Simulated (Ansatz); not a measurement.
The calculation's input:

```
crystal:
  periodic: [false, false, false]
  atoms:
    - {symbol: C, position_ang: [-1.417305, 0.218696, 0.342381]}
    - {symbol: F, position_ang: [-3.693892, -1.278700, 0.349060]}
    - {symbol: O, position_ang: [-0.272515, 0.688954, 0.153225]}
    - {symbol: Si, position_ang: [-2.123133, -1.374140, -0.396682]}
    - {symbol: H, position_ang: [-2.113148, 0.800581, 1.027318]}
basis:
  gaussian:
    orbitals: def2-TZVPD
total_charge: -1
magnetization:
  spin_polarized: true
  initial_magnetization: 1
hamiltonian:
  xc: pbe0
output:
  forces: true
  orbitals: {seedname: orbitals}
```

Run with:

```sh
ansatz run input.yaml --threads 2 --pin off --max-ram 4350MiB --events-out events.jsonl --progress --plain --runs-dir runs
```

Geometry: B3LYP-D3(BJ)/def2-SVPD.

Method: isolated molecule in a Gaussian basis; Kohn-Sham density functional theory, functional PBE0 (Ansatz).

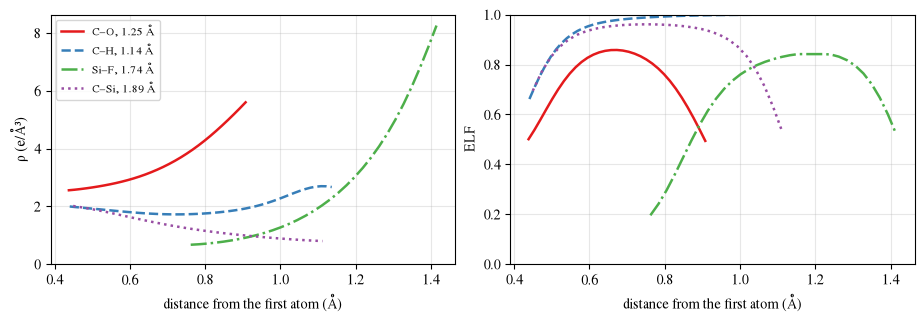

CHFOSi (SMILES [O-]/C=[Si]/F) (charge −1, doublet). Electron density and ELF along straight lines between neighbouring atoms. The curves leave out the atomic cores.

**What can be read from the curves?**

C–O (1.25 Å): ρ at the midpoint is about 3 e/Å³; the ELF peaks at about 0.85 between the atoms (a short, strongly polar bond).
C–H (1.14 Å): ρ is about 1.8 e/Å³ halfway; the ELF climbs to about 1 towards the hydrogen, as it does in any bond to H: a covalent bond by its length.
Si–F (1.74 Å): the density is about 0.82 e/Å³ at the midpoint; the ELF peaks at about 0.85 in the valence shell of F, 0.6 Å from its nucleus, and is about 0.50 at the midpoint.
C–Si (1.89 Å): ρ is about 0.94 e/Å³ halfway; the ELF peaks at about 0.95 between the atoms: localised, covalent bonding.
